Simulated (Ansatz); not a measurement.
# HfH₂ (quintet): B2PLYP, PBE-QIDH, RPA-PBE over a scan of the scale of all distances, def2-SVP, part 1 of 2

Aim: run HfH₂ (quintet) with these functionals over a scan of the scale of all distances, and hold them against the top wave-function level at the same points.

The runs use Ansatz 0.2.0, Gaussian basis; def2-SVP, all electrons in the functionals, frozen cores in the correlation of double hybrids and RPA.

The runs, in order: B2PLYP, PBE-QIDH, RPA-PBE, at 0.873; 1.000; 1.108; 1.291; 1.523; 1.740; 1.994; 2.362.

11 further runs of the same task are left out: 2 for a known fault of the program, 9 that didn't finish.

## (1) The system

The geometry derives from a PBE0/def2-TZVP stationary point (not a proven minimum). All distances are scaled together. No spin-orbit coupling is included. Elements past krypton take def2 core potentials.

3 atoms, charge 0, spin multiplicity 5.

Atoms are counted from 1 here; the program's logs count them from 0.

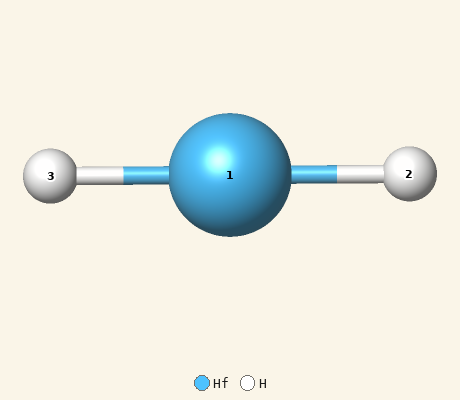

The geometry (hafnium blue, hydrogen white); atoms are numbered from 1 in the order of the file.

Coordinates:

| atom | x (Å) | y (Å) | z (Å) |
| --- | --- | --- | --- |
| Hf1 | 0.0000 | 0.0000 | 0.0000 |
| H2 | 0.0000 | 0.0000 | -1.9611 |
| H3 | 0.0000 | 0.0000 | 1.9611 |

No dispersion term is added.

The geometry shown and the zero of energy belong to the point 1.000. The yardstick, FCI, and other wave-function levels (R restricted, U unrestricted, valence and pair active spaces) come from earlier runs.

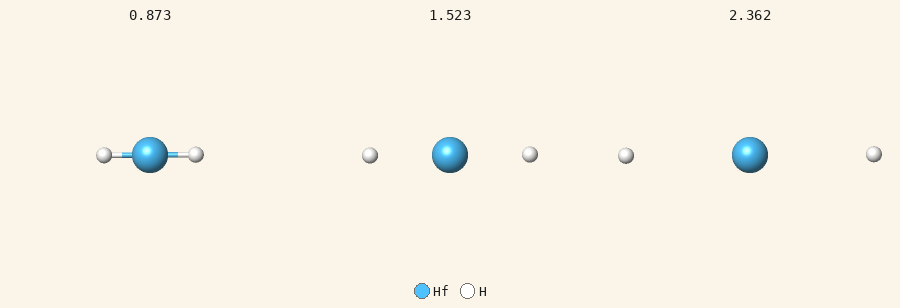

Three points of the scan; sticks are drawn by distance.

## (2) B2PLYP, 0.873

The input, in.yaml:

```yaml
crystal:
  periodic: [false, false, false]
  atoms:
    - {symbol: Hf, position_ang: [0.000000, 0.000000, 0.000000]}
    - {symbol: H, position_ang: [0.000000, 0.000000, -1.712040]}
    - {symbol: H, position_ang: [0.000000, 0.000000, 1.712040]}
basis:
  gaussian: {orbitals: def2-SVP}
magnetization: {spin_polarized: true, initial_magnetization: 4}
hamiltonian: {xc: {name: B2PLYP}}
correlation: {electrons: outside_noble_gas}
```

Launch:

```
ansatz run in.yaml --threads 1 --pin off --events-out ev --progress --plain --max-ram 2393MiB
```

Output:

```text
Functional definition: B2PLYP
  name "B2PLYP"
  cite "Grimme, J. Chem. Phys. 124, 034108 (2006) doi:10.1063/1.2148954"
  cite "Becke, Phys. Rev. A 38, 3098 (1988) doi:10.1103/PhysRevA.38.3098"
  cite "Lee, Yang & Parr, Phys. Rev. B 37, 785 (1988) doi:10.1103/PhysRevB.37.785"
  parameter a = 0.53
  parameter c = 0.27
  exchange = (1 - a)*b88_x + a*exact_x
  correlation = (1 - c)*lyp_c + c*(mp2_os + mp2_ss)
430 factors; integrals over basis functions are off by at most 8.5e-4 eV
mean field evaluation 1: about -1324.8237 eV, gradient 7.4e0 eV
mean field evaluation 2: about -1324.8280 eV, gradient 7.4e0 eV
mean field evaluation 4: about -1325.1489 eV, gradient 7.8e-1 eV
mean field evaluation 8: about -1325.1530 eV, gradient 3.0e-3 eV
mean field evaluation 16: about -1325.1530 eV, gradient 2.8e-5 eV
mean field evaluation 32: about -1325.1479 eV, gradient 1.8e-1 eV
mean field evaluation 64: about -1325.4345 eV, gradient 9.9e-6 eV
mean field -1325.43451677 eV, -48.7088200794 hartree, gradient 9.9e-6 eV, S^2 6.011735; 8 other end points of the search recorded, 0 dependent functions left out
4 core orbitals not correlated: weight in the atoms' cores, before any rotation towards them, 0.996 or more for the frozen orbitals, at most 0.003 for the correlated occupied ones
reference -1325.43464538 eV, -48.7088248058 hartree; 5, 1 occupied and 33, 37 virtual orbitals, 430 factors
second order -2.30784257 eV of doubles, -0.00000000 eV of singles
Total energy: -1326.05776287 eV, -48.7317239513 hartree
```

Wall time 4.9 s (1 thread of Arm Neoverse V2, shared host).

From the report: ⟨S²⟩ of the determinant 6.012 (pure quintet: 6.00).

## (3) B2PLYP, 1.000

The input, in.yaml:

```yaml
crystal:
  periodic: [false, false, false]
  atoms:
    - {symbol: Hf, position_ang: [0.000000, 0.000000, 0.000000]}
    - {symbol: H, position_ang: [0.000000, 0.000000, -1.961100]}
    - {symbol: H, position_ang: [0.000000, 0.000000, 1.961100]}
basis:
  gaussian: {orbitals: def2-SVP}
magnetization: {spin_polarized: true, initial_magnetization: 4}
hamiltonian: {xc: {name: B2PLYP}}
correlation: {electrons: outside_noble_gas}
```

The command is unchanged.

Output, shortened:

```text
Functional definition: B2PLYP
  name "B2PLYP"
  cite "Grimme, J. Chem. Phys. 124, 034108 (2006) doi:10.1063/1.2148954"
  cite "Becke, Phys. Rev. A 38, 3098 (1988) doi:10.1103/PhysRevA.38.3098"
  cite "Lee, Yang & Parr, Phys. Rev. B 37, 785 (1988) doi:10.1103/PhysRevB.37.785"
[...]
430 factors; integrals over basis functions are off by at most 1.1e-3 eV
[...]
mean field -1326.07445136 eV, -48.7323372418 hartree, gradient 3.9e-6 eV, S^2 6.020669; 9 other end points of the search recorded, 0 dependent functions left out
4 core orbitals not correlated: weight in the atoms' cores, before any rotation towards them, 0.999 or more for the frozen orbitals, at most 0.001 for the correlated occupied ones
reference -1326.07458644 eV, -48.7323422062 hartree; 5, 1 occupied and 33, 37 virtual orbitals, 430 factors
second order -2.11349532 eV of doubles, -0.00000000 eV of singles
Total energy: -1326.64523018 eV, -48.7533129767 hartree
```

Wall time 5.5 s (1 thread of Arm Neoverse V2, shared host).

From the report: ⟨S²⟩ of the determinant 6.021 (pure quintet: 6.00).

## (4) B2PLYP, 1.108

The input, in.yaml:

```yaml
crystal:
  periodic: [false, false, false]
  atoms:
    - {symbol: Hf, position_ang: [0.000000, 0.000000, 0.000000]}
    - {symbol: H, position_ang: [0.000000, 0.000000, -2.172899]}
    - {symbol: H, position_ang: [0.000000, 0.000000, 2.172899]}
basis:
  gaussian: {orbitals: def2-SVP}
magnetization: {spin_polarized: true, initial_magnetization: 4}
hamiltonian: {xc: {name: B2PLYP}}
correlation: {electrons: outside_noble_gas}
```

Same command.

Output, shortened:

```text
Functional definition: B2PLYP
  name "B2PLYP"
  cite "Grimme, J. Chem. Phys. 124, 034108 (2006) doi:10.1063/1.2148954"
  cite "Becke, Phys. Rev. A 38, 3098 (1988) doi:10.1103/PhysRevA.38.3098"
  cite "Lee, Yang & Parr, Phys. Rev. B 37, 785 (1988) doi:10.1103/PhysRevB.37.785"
[...]
430 factors; integrals over basis functions are off by at most 1.5e-3 eV
[...]
mean field -1325.95766494 eV, -48.7280454203 hartree, gradient 5.8e-6 eV, S^2 6.033237; 8 other end points of the search recorded, 0 dependent functions left out
4 core orbitals not correlated: weight in the atoms' cores, before any rotation towards them, 0.999 or more for the frozen orbitals, at most 0.000 for the correlated occupied ones
reference -1325.95780284 eV, -48.7280504877 hartree; 5, 1 occupied and 33, 37 virtual orbitals, 430 factors
second order -1.94937579 eV of doubles, -0.00000000 eV of singles
Total energy: -1326.48413430 eV, -48.7473928122 hartree
```

Run time: 5 s. Hardware: 1 thread of Arm Neoverse V2, shared host.

From the report: ⟨S²⟩ of the determinant 6.033 (pure quintet: 6.00).

From 1.000: +15.5 kJ/mol.

## (5) B2PLYP, 1.291

The input, in.yaml:

```yaml
crystal:
  periodic: [false, false, false]
  atoms:
    - {symbol: Hf, position_ang: [0.000000, 0.000000, 0.000000]}
    - {symbol: H, position_ang: [0.000000, 0.000000, -2.531780]}
    - {symbol: H, position_ang: [0.000000, 0.000000, 2.531780]}
basis:
  gaussian: {orbitals: def2-SVP}
magnetization: {spin_polarized: true, initial_magnetization: 4}
hamiltonian: {xc: {name: B2PLYP}}
correlation: {electrons: outside_noble_gas}
```

The command is unchanged.

Output, shortened:

```text
Functional definition: B2PLYP
  name "B2PLYP"
  cite "Grimme, J. Chem. Phys. 124, 034108 (2006) doi:10.1063/1.2148954"
  cite "Becke, Phys. Rev. A 38, 3098 (1988) doi:10.1103/PhysRevA.38.3098"
  cite "Lee, Yang & Parr, Phys. Rev. B 37, 785 (1988) doi:10.1103/PhysRevB.37.785"
[...]
426 factors; integrals over basis functions are off by at most 1.2e-3 eV
[...]
mean field -1325.35452295 eV, -48.7058803609 hartree, gradient 9.0e-6 eV, S^2 6.069101; 8 other end points of the search recorded, 0 dependent functions left out
4 core orbitals not correlated: weight in the atoms' cores, before any rotation towards them, 1.000 or more for the frozen orbitals, at most 0.000 for the correlated occupied ones
reference -1325.35466132 eV, -48.7058854458 hartree; 5, 1 occupied and 33, 37 virtual orbitals, 426 factors
second order -1.67907616 eV of doubles, -0.00000000 eV of singles
Total energy: -1325.80801188 eV, -48.7225457718 hartree
```

Run time: 4.8 s. Hardware: 1 thread of Arm Neoverse V2, shared host.

From the report: ⟨S²⟩ of the determinant 6.069 (pure quintet: 6.00).

From 1.000: +80.8 kJ/mol.

## (6) B2PLYP, 1.523

The input, in.yaml:

```yaml
crystal:
  periodic: [false, false, false]
  atoms:
    - {symbol: Hf, position_ang: [0.000000, 0.000000, 0.000000]}
    - {symbol: H, position_ang: [0.000000, 0.000000, -2.986755]}
    - {symbol: H, position_ang: [0.000000, 0.000000, 2.986755]}
basis:
  gaussian: {orbitals: def2-SVP}
magnetization: {spin_polarized: true, initial_magnetization: 4}
hamiltonian: {xc: {name: B2PLYP}}
correlation: {electrons: outside_noble_gas}
```

Same command.

Output, shortened:

```text
Functional definition: B2PLYP
  name "B2PLYP"
  cite "Grimme, J. Chem. Phys. 124, 034108 (2006) doi:10.1063/1.2148954"
  cite "Becke, Phys. Rev. A 38, 3098 (1988) doi:10.1103/PhysRevA.38.3098"
  cite "Lee, Yang & Parr, Phys. Rev. B 37, 785 (1988) doi:10.1103/PhysRevB.37.785"
[...]
426 factors; integrals over basis functions are off by at most 3.6e-4 eV
[...]
mean field -1324.71101168 eV, -48.6822317579 hartree, gradient 3.3e-6 eV, S^2 6.094585; 8 other end points of the search recorded, 0 dependent functions left out
4 core orbitals not correlated: weight in the atoms' cores, before any rotation towards them, 1.000 or more for the frozen orbitals, at most 0.000 for the correlated occupied ones
reference -1324.71115256 eV, -48.6822369351 hartree; 5, 1 occupied and 33, 37 virtual orbitals, 426 factors
second order -1.39184839 eV of doubles, -0.00000000 eV of singles
Total energy: -1325.08695163 eV, -48.6960472960 hartree
```

Run time: 5.5 s. Hardware: 1 thread of Arm Neoverse V2, shared host.

From the report: ⟨S²⟩ of the determinant 6.095 (pure quintet: 6.00).

From 1.000: +150.4 kJ/mol.

## (7) B2PLYP, 1.740

The input, in.yaml:

```yaml
crystal:
  periodic: [false, false, false]
  atoms:
    - {symbol: Hf, position_ang: [0.000000, 0.000000, 0.000000]}
    - {symbol: H, position_ang: [0.000000, 0.000000, -3.412314]}
    - {symbol: H, position_ang: [0.000000, 0.000000, 3.412314]}
basis:
  gaussian: {orbitals: def2-SVP}
magnetization: {spin_polarized: true, initial_magnetization: 4}
hamiltonian: {xc: {name: B2PLYP}}
correlation: {electrons: outside_noble_gas}
```

Same command.

Output, shortened:

```text
Functional definition: B2PLYP
  name "B2PLYP"
  cite "Grimme, J. Chem. Phys. 124, 034108 (2006) doi:10.1063/1.2148954"
  cite "Becke, Phys. Rev. A 38, 3098 (1988) doi:10.1103/PhysRevA.38.3098"
  cite "Lee, Yang & Parr, Phys. Rev. B 37, 785 (1988) doi:10.1103/PhysRevB.37.785"
[...]
426 factors; integrals over basis functions are off by at most 3.8e-4 eV
[...]
mean field -1324.42418166 eV, -48.6716909489 hartree, gradient 1.4e-6 eV, S^2 6.052494; 8 other end points of the search recorded, 0 dependent functions left out
4 core orbitals not correlated: weight in the atoms' cores, before any rotation towards them, 1.000 or more for the frozen orbitals, at most 0.000 for the correlated occupied ones
reference -1324.42433393 eV, -48.6716965449 hartree; 5, 1 occupied and 33, 37 virtual orbitals, 426 factors
second order -1.27179134 eV of doubles, -0.00000000 eV of singles
Total energy: -1324.76771759 eV, -48.6843156617 hartree
```

Wall time 8 s (1 thread of Arm Neoverse V2, shared host).

From the report: ⟨S²⟩ of the determinant 6.052 (pure quintet: 6.00).

From 1.000: +181.2 kJ/mol.

## (8) B2PLYP, 1.994

The input, in.yaml:

```yaml
crystal:
  periodic: [false, false, false]
  atoms:
    - {symbol: Hf, position_ang: [0.000000, 0.000000, 0.000000]}
    - {symbol: H, position_ang: [0.000000, 0.000000, -3.910433]}
    - {symbol: H, position_ang: [0.000000, 0.000000, 3.910433]}
basis:
  gaussian: {orbitals: def2-SVP}
magnetization: {spin_polarized: true, initial_magnetization: 4}
hamiltonian: {xc: {name: B2PLYP}}
correlation: {electrons: outside_noble_gas}
```

Same command.

Output, shortened:

```text
Functional definition: B2PLYP
  name "B2PLYP"
  cite "Grimme, J. Chem. Phys. 124, 034108 (2006) doi:10.1063/1.2148954"
  cite "Becke, Phys. Rev. A 38, 3098 (1988) doi:10.1103/PhysRevA.38.3098"
  cite "Lee, Yang & Parr, Phys. Rev. B 37, 785 (1988) doi:10.1103/PhysRevB.37.785"
[...]
426 factors; integrals over basis functions are off by at most 6.1e-4 eV
[...]
mean field -1324.30560362 eV, -48.6673332863 hartree, gradient 1.2e-6 eV, S^2 6.016766; 8 other end points of the search recorded, 0 dependent functions left out
4 core orbitals not correlated: weight in the atoms' cores, before any rotation towards them, 1.000 or more for the frozen orbitals, at most 0.000 for the correlated occupied ones
reference -1324.30577190 eV, -48.6673394705 hartree; 5, 1 occupied and 33, 37 virtual orbitals, 426 factors
second order -1.22964738 eV of doubles, -0.00000000 eV of singles
Total energy: -1324.63777669 eV, -48.6795404216 hartree
```

It took 12 s on 1 thread of Arm Neoverse V2, shared host.

From the report: ⟨S²⟩ of the determinant 6.017 (pure quintet: 6.00).

From 1.000: +193.7 kJ/mol.

## (9) B2PLYP, 2.362

The input, in.yaml:

```yaml
crystal:
  periodic: [false, false, false]
  atoms:
    - {symbol: Hf, position_ang: [0.000000, 0.000000, 0.000000]}
    - {symbol: H, position_ang: [0.000000, 0.000000, -4.632118]}
    - {symbol: H, position_ang: [0.000000, 0.000000, 4.632118]}
basis:
  gaussian: {orbitals: def2-SVP}
magnetization: {spin_polarized: true, initial_magnetization: 4}
hamiltonian: {xc: {name: B2PLYP}}
correlation: {electrons: outside_noble_gas}
```

Same command.

Output, shortened:

```text
Functional definition: B2PLYP
  name "B2PLYP"
  cite "Grimme, J. Chem. Phys. 124, 034108 (2006) doi:10.1063/1.2148954"
  cite "Becke, Phys. Rev. A 38, 3098 (1988) doi:10.1103/PhysRevA.38.3098"
  cite "Lee, Yang & Parr, Phys. Rev. B 37, 785 (1988) doi:10.1103/PhysRevB.37.785"
[...]
426 factors; integrals over basis functions are off by at most 5.9e-4 eV
[...]
mean field -1324.26567012 eV, -48.6658657574 hartree, gradient 4.4e-9 eV, S^2 6.006730; 8 other end points of the search recorded, 0 dependent functions left out
4 core orbitals not correlated: weight in the atoms' cores, before any rotation towards them, 1.000 or more for the frozen orbitals, at most 0.000 for the correlated occupied ones
reference -1324.26584440 eV, -48.6658721620 hartree; 5, 1 occupied and 33, 37 virtual orbitals, 426 factors
second order -1.21484030 eV of doubles, -0.00000000 eV of singles
Total energy: -1324.59385128 eV, -48.6779261925 hartree
```

Run time: 23 s. Hardware: 1 thread of Arm Neoverse V2, shared host.

From the report: ⟨S²⟩ of the determinant 6.007 (pure quintet: 6.00).

From 1.000: +197.9 kJ/mol.

## (10) PBE-QIDH, 0.873

The input, in.yaml:

```yaml
crystal:
  periodic: [false, false, false]
  atoms:
    - {symbol: Hf, position_ang: [0.000000, 0.000000, 0.000000]}
    - {symbol: H, position_ang: [0.000000, 0.000000, -1.712040]}
    - {symbol: H, position_ang: [0.000000, 0.000000, 1.712040]}
basis:
  gaussian: {orbitals: def2-SVP}
magnetization: {spin_polarized: true, initial_magnetization: 4}
hamiltonian: {xc: {name: PBE-QIDH}}
correlation: {electrons: outside_noble_gas}
```

Launched as before.

Output, shortened:

```text
Functional definition: PBE-QIDH
  name "PBE-QIDH"
  cite "Brémond, Sancho-García, Pérez-Jiménez & Adamo, J. Chem. Phys. 141, 031101 (2014) doi:10.1063/1.4890314"
  cite "Perdew, Burke & Ernzerhof, Phys. Rev. Lett. 77, 3865 (1996) doi:10.1103/PhysRevLett.77.3865"
[...]
430 factors; integrals over basis functions are off by at most 8.5e-4 eV
[...]
mean field -1325.23869574 eV, -48.7016237895 hartree, gradient 1.5e-6 eV, S^2 6.014919; 8 other end points of the search recorded, 0 dependent functions left out
4 core orbitals not correlated: weight in the atoms' cores, before any rotation towards them, 0.996 or more for the frozen orbitals, at most 0.004 for the correlated occupied ones
reference -1325.23871008 eV, -48.7016243162 hartree; 5, 1 occupied and 33, 37 virtual orbitals, 430 factors
second order -2.11603772 eV of doubles, -0.00000000 eV of singles
Total energy: -1325.94405598 eV, -48.7275453002 hartree
```

Wall time 4.7 s (1 thread of Arm Neoverse V2, shared host).

From the report: ⟨S²⟩ of the determinant 6.015 (pure quintet: 6.00).

## (11) PBE-QIDH, 1.000

The input, in.yaml:

```yaml
crystal:
  periodic: [false, false, false]
  atoms:
    - {symbol: Hf, position_ang: [0.000000, 0.000000, 0.000000]}
    - {symbol: H, position_ang: [0.000000, 0.000000, -1.961100]}
    - {symbol: H, position_ang: [0.000000, 0.000000, 1.961100]}
basis:
  gaussian: {orbitals: def2-SVP}
magnetization: {spin_polarized: true, initial_magnetization: 4}
hamiltonian: {xc: {name: PBE-QIDH}}
correlation: {electrons: outside_noble_gas}
```

Same command.

Output, shortened:

```text
Functional definition: PBE-QIDH
  name "PBE-QIDH"
  cite "Brémond, Sancho-García, Pérez-Jiménez & Adamo, J. Chem. Phys. 141, 031101 (2014) doi:10.1063/1.4890314"
  cite "Perdew, Burke & Ernzerhof, Phys. Rev. Lett. 77, 3865 (1996) doi:10.1103/PhysRevLett.77.3865"
[...]
430 factors; integrals over basis functions are off by at most 1.1e-3 eV
[...]
mean field -1325.81635325 eV, -48.7228523112 hartree, gradient 6.9e-6 eV, S^2 6.026025; 9 other end points of the search recorded, 0 dependent functions left out
4 core orbitals not correlated: weight in the atoms' cores, before any rotation towards them, 0.998 or more for the frozen orbitals, at most 0.001 for the correlated occupied ones
reference -1325.81636756 eV, -48.7228528371 hartree; 5, 1 occupied and 33, 37 virtual orbitals, 430 factors
second order -1.92100144 eV of doubles, -0.00000000 eV of singles
Total energy: -1326.45670137 eV, -48.7463846706 hartree
```

Run time: 6.5 s. Hardware: 1 thread of Arm Neoverse V2, shared host.

From the report: ⟨S²⟩ of the determinant 6.026 (pure quintet: 6.00).

## (12) PBE-QIDH, 1.108

The input, in.yaml:

```yaml
crystal:
  periodic: [false, false, false]
  atoms:
    - {symbol: Hf, position_ang: [0.000000, 0.000000, 0.000000]}
    - {symbol: H, position_ang: [0.000000, 0.000000, -2.172899]}
    - {symbol: H, position_ang: [0.000000, 0.000000, 2.172899]}
basis:
  gaussian: {orbitals: def2-SVP}
magnetization: {spin_polarized: true, initial_magnetization: 4}
hamiltonian: {xc: {name: PBE-QIDH}}
correlation: {electrons: outside_noble_gas}
```

Same command.

Output, shortened:

```text
Functional definition: PBE-QIDH
  name "PBE-QIDH"
  cite "Brémond, Sancho-García, Pérez-Jiménez & Adamo, J. Chem. Phys. 141, 031101 (2014) doi:10.1063/1.4890314"
  cite "Perdew, Burke & Ernzerhof, Phys. Rev. Lett. 77, 3865 (1996) doi:10.1103/PhysRevLett.77.3865"
[...]
430 factors; integrals over basis functions are off by at most 1.5e-3 eV
[...]
mean field -1325.66624613 eV, -48.7173359763 hartree, gradient 7.6e-6 eV, S^2 6.042539; 10 other end points of the search recorded, 0 dependent functions left out
4 core orbitals not correlated: weight in the atoms' cores, before any rotation towards them, 0.999 or more for the frozen orbitals, at most 0.001 for the correlated occupied ones
reference -1325.66625981 eV, -48.7173364790 hartree; 5, 1 occupied and 33, 37 virtual orbitals, 430 factors
second order -1.75412070 eV of doubles, -0.00000000 eV of singles
Total energy: -1326.25096671 eV, -48.7388240613 hartree
```

Wall time 6.5 s (1 thread of Arm Neoverse V2, shared host).

From the report: ⟨S²⟩ of the determinant 6.043 (pure quintet: 6.00).

From 1.000: +19.9 kJ/mol.

## (13) PBE-QIDH, 1.291

The input, in.yaml:

```yaml
crystal:
  periodic: [false, false, false]
  atoms:
    - {symbol: Hf, position_ang: [0.000000, 0.000000, 0.000000]}
    - {symbol: H, position_ang: [0.000000, 0.000000, -2.531780]}
    - {symbol: H, position_ang: [0.000000, 0.000000, 2.531780]}
basis:
  gaussian: {orbitals: def2-SVP}
magnetization: {spin_polarized: true, initial_magnetization: 4}
hamiltonian: {xc: {name: PBE-QIDH}}
correlation: {electrons: outside_noble_gas}
```

Launched as before.

Output, shortened:

```text
Functional definition: PBE-QIDH
  name "PBE-QIDH"
  cite "Brémond, Sancho-García, Pérez-Jiménez & Adamo, J. Chem. Phys. 141, 031101 (2014) doi:10.1063/1.4890314"
  cite "Perdew, Burke & Ernzerhof, Phys. Rev. Lett. 77, 3865 (1996) doi:10.1103/PhysRevLett.77.3865"
[...]
426 factors; integrals over basis functions are off by at most 1.2e-3 eV
[...]
mean field -1325.04240715 eV, -48.6944103167 hartree, gradient 4.2e-6 eV, S^2 6.091893; 8 other end points of the search recorded, 0 dependent functions left out
4 core orbitals not correlated: weight in the atoms' cores, before any rotation towards them, 1.000 or more for the frozen orbitals, at most 0.000 for the correlated occupied ones
reference -1325.04242003 eV, -48.6944107902 hartree; 5, 1 occupied and 33, 37 virtual orbitals, 426 factors
second order -1.47956073 eV of doubles, -0.00000000 eV of singles
Total energy: -1325.53560694 eV, -48.7125350748 hartree
```

It took 6 s on 1 thread of Arm Neoverse V2, shared host.

From the report: ⟨S²⟩ of the determinant 6.092 (pure quintet: 6.00).

From 1.000: +88.9 kJ/mol.

## (14) PBE-QIDH, 1.523

The input, in.yaml:

```yaml
crystal:
  periodic: [false, false, false]
  atoms:
    - {symbol: Hf, position_ang: [0.000000, 0.000000, 0.000000]}
    - {symbol: H, position_ang: [0.000000, 0.000000, -2.986755]}
    - {symbol: H, position_ang: [0.000000, 0.000000, 2.986755]}
basis:
  gaussian: {orbitals: def2-SVP}
magnetization: {spin_polarized: true, initial_magnetization: 4}
hamiltonian: {xc: {name: PBE-QIDH}}
correlation: {electrons: outside_noble_gas}
```

Same command.

Output, shortened:

```text
Functional definition: PBE-QIDH
  name "PBE-QIDH"
  cite "Brémond, Sancho-García, Pérez-Jiménez & Adamo, J. Chem. Phys. 141, 031101 (2014) doi:10.1063/1.4890314"
  cite "Perdew, Burke & Ernzerhof, Phys. Rev. Lett. 77, 3865 (1996) doi:10.1103/PhysRevLett.77.3865"
[...]
426 factors; integrals over basis functions are off by at most 3.6e-4 eV
[...]
mean field -1324.42336738 eV, -48.6716610247 hartree, gradient 4.9e-6 eV, S^2 6.126568; 8 other end points of the search recorded, 0 dependent functions left out
4 core orbitals not correlated: weight in the atoms' cores, before any rotation towards them, 1.000 or more for the frozen orbitals, at most 0.000 for the correlated occupied ones
reference -1324.42338017 eV, -48.6716614949 hartree; 5, 1 occupied and 33, 37 virtual orbitals, 426 factors
second order -1.21237211 eV of doubles, -0.00000000 eV of singles
Total energy: -1324.82750421 eV, -48.6865127792 hartree
```

Wall time 6 s (1 thread of Arm Neoverse V2, shared host).

From the report: ⟨S²⟩ of the determinant 6.127 (pure quintet: 6.00).

From 1.000: +157.2 kJ/mol.

(Continued in part 2 of 2.)
